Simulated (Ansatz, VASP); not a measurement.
# PtSe2: VASP beside Ansatz, part 2 of 2

Aim: how closely do two programs agree when they are given the same cell, functional and k mesh?  Valence electrons are named where the data sets of a main pair hold unlike numbers.

VASP 6.6.1 and Ansatz 0.2.0.

So far: The starting structure; Ansatz: band structure, PBE; VASP: band structure, PBE.

## 4. Comparison

Known differences besides the potentials themselves: the data sets hold 50 valence electrons in Ansatz (on its default PAW (the set named soft_2) files) and 22 in VASP; the cutoff is 420 eV in Ansatz and 300 eV in VASP. Total energies have different zeros and are not compared.

The two programs side by side:

```csv
quantity,Ansatz,VASP,difference
gap over the path points (eV),1.181,1.168,+0.013
```

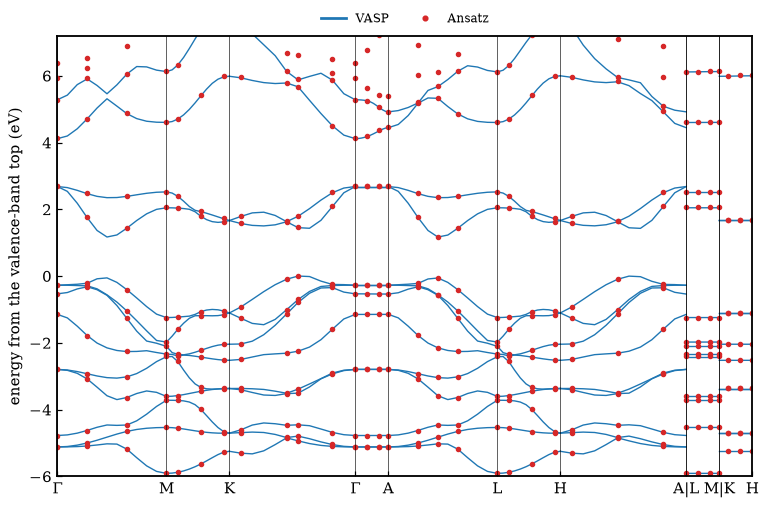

Bands from VASP (lines) and levels from Ansatz (dots). Dots without a line are higher empty bands that the VASP plot leaves out.

Levels at points of the path, from each program's valence-band top (eV; 4 filled, then empty):

```csv
k (reciprocal lattice),Ansatz,VASP
0.000 0.000 0.000,-1.15 -0.53 -0.28 -0.28 2.69 2.69 4.13,-1.15 -0.53 -0.28 -0.28 2.68 2.68 4.12
0.136 0.000 0.000,-1.78 -0.32 -0.29 -0.21 1.76 2.48 4.71,-1.78 -0.32 -0.29 -0.22 1.75 2.47 4.71
0.318 0.000 0.000,-2.26 -1.26 -1.04 -0.41 1.45 2.39 4.88,-2.26 -1.27 -1.04 -0.41 1.43 2.39 4.87
0.500 0.000 0.000,-2.33 -2.10 -1.97 -1.25 2.06 2.53 4.62,-2.34 -2.11 -1.98 -1.24 2.04 2.52 4.60
0.470 0.061 0.000,-2.38 -2.34 -1.59 -1.23 2.05 2.39 4.72,-2.40 -2.35 -1.59 -1.23 2.04 2.38 4.70
0.409 0.182 0.000,-2.42 -2.22 -1.19 -1.06 1.80 1.94 5.41,-2.43 -2.23 -1.19 -1.07 1.79 1.93 5.39
0.348 0.303 0.000,-2.52 -2.05 -1.15 -1.04 1.63 1.73 5.98,-2.52 -2.05 -1.16 -1.05 1.62 1.72 5.96
0.303 0.303 0.000,-2.50 -2.04 -1.26 -0.92 1.58 1.79 5.95,-2.50 -2.04 -1.26 -0.93 1.57 1.78 5.94
0.182 0.182 0.000,-2.30 -1.13 -1.01 -0.10 1.63 1.64 5.80,-2.31 -1.14 -1.01 -0.10 1.63 1.63 5.78
0.152 0.152 0.000,-2.25 -0.79 -0.70 0.00 1.46 1.80 5.67,-2.25 -0.79 -0.70 0.00 1.45 1.79 5.67
```

At this near-relaxed geometry the largest component of a force difference is 7 meV/Å. Among the levels compared at these points, filled levels agree within 11 meV and empty ones within 19 meV. With vacuum in the cell, a pressure given here is an average over mostly empty space and none of the material.

## 5. VASP: single point, PBE

A single point gives forces, pressure and levels at one fixed geometry, so differences don't come from the geometry; what else differs is listed under the comparison.

INCAR reads:

```
SYSTEM = PtSe2
PREC = Accurate
ENCUT = 300
EDIFF = 1E-08
NELM = 100
ISMEAR = 0
SIGMA = 0.01
LREAL = .FALSE.
ALGO = Normal
GGA = PE
NBANDS = 17
LASPH = .TRUE.
LORBIT = 11
LWAVE = .TRUE.
LCHARG = .FALSE.
KPAR = 8
```

POSCAR reads:

```
PtSe2
1.0
    3.8527425800      0.0000000000      0.0000000000
   -1.9263712900      3.3365729485      0.0000000000
    0.0000000000      0.0000000000     18.0000000000
Pt Se
1 2
Direct
    0.0000000000      0.0000000000      0.5000000000
    0.3333333333      0.6666666667      0.5694834856
    0.6666666667      0.3333333333      0.4305165144
```

KPOINTS reads:

```
Automatic mesh
0
Gamma
9 9 1
0 0 0
```

Potentials, in the order of the species: Pt_GW and Se_GW (PBE family, release 64).

Launch:

```
mpirun -np 8 vasp_std
```

Numbers of over 12 decimals in the logs are rounded to 6 here.

Output:

```text
[banner, memory and clock lines left out]
running    8 mpi-ranks, on    1 nodes
[...]
[... a notice as in an earlier step ...]

 LDA part: xc-table for (Slater+PW92), standard interpolation
 POSCAR, INCAR and KPOINTS ok, starting setup
[...]
entering main loop
       N       E                     dE             d eps       ncg     rms          rms(c)
DAV:   1     0.121352309156E+03    0.12135E+03   -0.59419E+03   617   0.670E+02
DAV:   2     0.219885236269E+01   -0.11915E+03   -0.11390E+03   622   0.182E+02
DAV:   3    -0.144010290061E+02   -0.16600E+02   -0.16197E+02   624   0.680E+01
DAV:   4    -0.151166938112E+02   -0.71566E+00   -0.71304E+00   584   0.162E+01
[...]
DAV:  21    -0.142647370607E+02   -0.13032E-06   -0.30608E-09   408   0.496E-04    0.227E-05
DAV:  22    -0.142647370982E+02   -0.37480E-07   -0.11999E-09   422   0.175E-04    0.120E-05
DAV:  23    -0.142647371014E+02   -0.31414E-08   -0.18223E-10   448   0.215E-04
   1 F= -.14264737E+02 E0= -.14264737E+02  d E =-.295384E-37
 writing wavefunctions
```

From OUTCAR (step 5):

```text
  Total       -1.9502556     -1.9502556     -0.0320472     -0.0000000     -0.0000000      0.0000000
  in kB      -13.5038931    -13.5038931     -0.2219004     -0.0000000     -0.0000000      0.0000000
  external PRESSURE =      -9.0765622 kB  Pullay stress =       0.0000000 kB

 POSITION                                       TOTAL-FORCE (eV/Angst)
 -----------------------------------------------------------------------------------
      0.00000      0.00000      9.00000         0.000000      0.000000      0.000000
     -0.00000      2.22438     10.25070         0.000000      0.000000      0.001101
      1.92637      1.11219      7.74930        -0.000000      0.000000     -0.001101
 -----------------------------------------------------------------------------------
    total drift:                               -0.000000      0.000000      0.000000

  FREE ENERGIE OF THE ION-ELECTRON SYSTEM (eV)
  ---------------------------------------------------
  free  energy   TOTEN  =       -14.2647371014 eV

  energy  without entropy=      -14.2647371014  energy(sigma->0) =      -14.26473710

[... 1 part as in an earlier step ...]

[... 2 further parts left out ...]
[key lines of the parts left out:]
E-fermi :  -2.7004
```

The gap is read on the k-mesh alone, so it is an upper bound where the band edges lie off the mesh.

## 6. Ansatz: single point, PBE

The same cell, functional, mesh and smearing now go to Ansatz, which takes its cutoff from its data sets.

input.yaml reads:

```yaml
crystal:
  lattice:
    - [3.85274258, 0.0, 0.0]
    - [-1.92637129, 3.3365729485, 0.0]
    - [0.0, 0.0, 18.0]
  atoms:
    - { symbol: Pt, position: [0.0, 0.0, 0.5] }
    - { symbol: Se, position: [0.3333333333, 0.6666666667, 0.5694834856] }
    - { symbol: Se, position: [0.6666666667, 0.3333333333, 0.4305165144] }
hamiltonian:
  xc: pbe
  pseudopotentials: { kind: paw }
kpoints:
  mp_grid: { grid: [9, 9, 1] }
scf:
  occupations: { method: gaussian, width: 0.01 }
  n_extra_bands: 4
output:
  forces: true
  eigenvalues: true
  write_density: true
  write_potential: true
  elf: true
  volumetric_format: npy
```

Launch:

```
ansatz run input.yaml --threads 2 --pin off --max-ram 4608MiB --backend cpu --events-out ev --progress --plain --runs-dir out
```

Output:

```text
[...]
Crystal: 3 atoms, lattice volume = 231.389 Å³
Basis set: ecut = 420 eV, 4525 PW (Γ), exchange–correlation on 54×54×250 points (8 copies of the dense FFT grid, shifted against one another)
Bands: 29, of which v1, the nominal top of the filled ones, is band 25 counted from 1 (24 counted from 0)
Symmetry: 12 space group operations
[...]
k-points: 12 of 81
[...]
max |Σ_I F_I| component: 1.35e-28 eV/Å
--- Band table (eV; the first three rows and the last of 12) ---
  k-point 0: bands = [... 21 lower, -2.0954, -1.4771, -1.2223, -1.2223, 1.7437, 1.7437, 3.3372, 4.2217]
  k-point 1: bands = [... 21 lower, -2.5743, -1.2701, -1.2411, -1.1909, 1.0532, 1.5839, 3.7893, 4.4893]
  k-point 2: bands = [... 21 lower, -3.0814, -1.4924, -1.4854, -0.9970, 0.2436, 1.4098, 4.4744, 4.6310]
  k-point 11: bands = [... 21 lower, -3.4702, -2.9910, -2.0461, -2.0461, 0.7267, 0.7267, 5.0597, 7.1450]
[key lines of the parts left out:]
SCF converged after 7 iterations
Free energy (F): -23462.307201 eV
Fermi energy:    -0.376157 eV
```

Elapsed: 5.2 s, on 2 threads of Arm Neoverse N1, shared host; peak memory 0.47 GiB.

## 7. Comparison

What differs besides the data sets and the points named for the pairs above, as far as they apply: the data sets hold 50 valence electrons in Ansatz (on its default PAW (the set named soft_2) files) and 22 in VASP. Total energies have different zeros and are not compared.

Both answers:

```csv
quantity,Ansatz,VASP,difference
gap on the k mesh (eV),1.240,1.228,+0.011
```

At this near-relaxed geometry the largest component of a force difference is 7 meV/Å. A gap on the mesh is an upper bound, since the band edges may lie between its points; neither run holds spin-orbit coupling, which can move the band edges of a compound of Pt. With vacuum in the cell, a pressure given here is an average over mostly empty space and none of the material.

## 8. Outcome

```
largest difference of a filled level at the path points (band structure, PBE) : 11 meV
difference in gap on the k mesh (single point, PBE)                           : 0.011 eV
```

**Reading.** The difference in gap on the k mesh is 0.011 eV (single point, PBE), within the 0.08 eV picked in this series as the mark of a large difference. The data sets hold unlike numbers of valence electrons (50 in Ansatz and 22 in VASP), so part of the differences comes from the potentials. Such differences can come from data sets, numerical settings and the points named under the comparisons, not from the functional's error against experiment.

[Lines on the potential files, build, host, timing and source positions are cut from VASP's logs without a mark.]

[Logs are printed without paths, hosts, clocks, repeated set-up lines and the standing remarks that a program may print on its own settings, such as how far it seeks lower states.]

[Hosts, paths, dates, database ids (printed as entryN), source tags and the programs' standing remarks are cut or masked in the printed files.]
